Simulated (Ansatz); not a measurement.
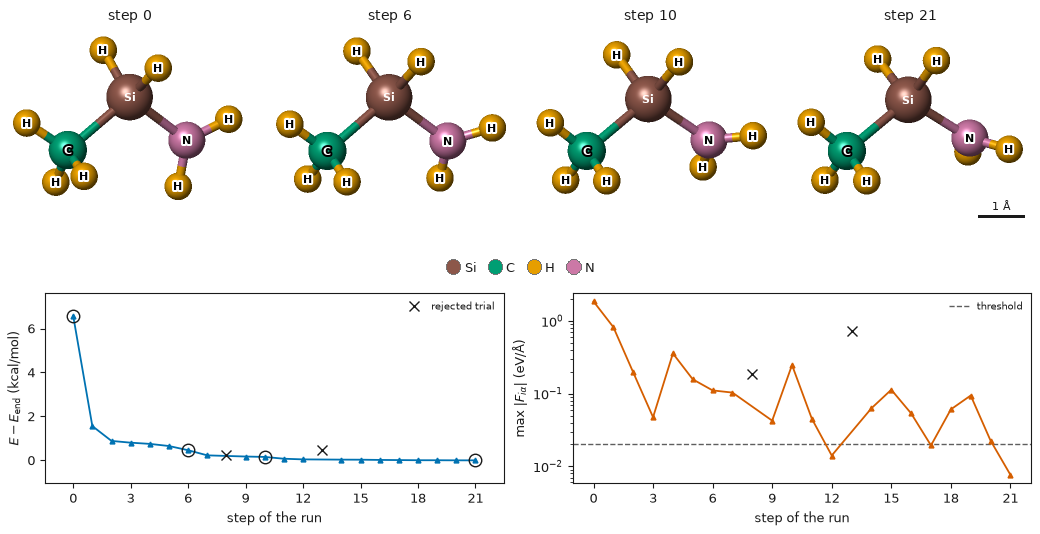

Frames of a relaxation of CH7NSi, marked on the history of the run. A ball-and-stick model, seen at a tilt.

The run prepares the start of a later molecular dynamics calculation, from a guessed geometry.

Computed with RKS PBE-D4/6-31G (Ansatz). Set-up: no spin polarisation; force threshold 0.02 eV/Å; at most 40 steps.

Q: What happens along the run?

A: The energy falls by 6.58 kcal/mol in 19 accepted moves (21 points after the start). Largest force component: 1.9 eV/Å at the start, 0.0076 eV/Å at the end. The line search rejected the trial steps at points 8, 13 of the run. The forces were under the threshold at step 12, but the run went on from there. An H atom moves most after the best rigid fit: 1.05 Å. Largest moves by element: H 1.05 Å, Si 0.13 Å, C 0.10 Å, N 0.08 Å. Some distances before and after: H–Si 1.459 → 1.521 Å, C–Si 1.870 → 1.919 Å, H–N 1.060 → 1.015 Å, N–Si 1.819 → 1.776 Å. Bond angles that change, for instance: C–Si–N 109.5° → 116.3°, H–N–H 120.0° → 114.6°, Si–N–H 120.0° → 122.9°. Groups turn about N–Si by about 80°. The run took 44 s on 1 thread of Arm Neoverse V1, on a shared host, peak memory 0.12 GiB. From step 0 to 6: an H atom moves most (0.45 Å), energy −6.12 kcal/mol. From step 6 to 10: an H atom moves most (0.36 Å), energy −0.31 kcal/mol. From step 10 to 21: an H atom moves most (0.37 Å), energy −0.16 kcal/mol.

```tsv
step	E − E(0), kcal/mol	largest force component, eV/Å	note
0	0.00	1.8618	
1	-5.02	0.8249	
2	-5.69	0.1966	
3	-5.77	0.0475	
4	-5.83	0.3581	
5	-5.92	0.1577	
6	-6.12	0.1110	
7	-6.35	0.1035	
8	-6.31	0.1843	rejected
9	-6.40	0.0426	
10	-6.42	0.2479	
11	-6.50	0.0451	
12	-6.53	0.0141	
13	-6.10	0.7334	rejected
14	-6.54	0.0630	
15	-6.55	0.1134	
16	-6.56	0.0536	
17	-6.56	0.0194	
18	-6.57	0.0608	
19	-6.57	0.0944	
20	-6.58	0.0226	
21	-6.58	0.0076
```

Limits of the set-up: the basis has no polarisation functions, which atoms past neon need.
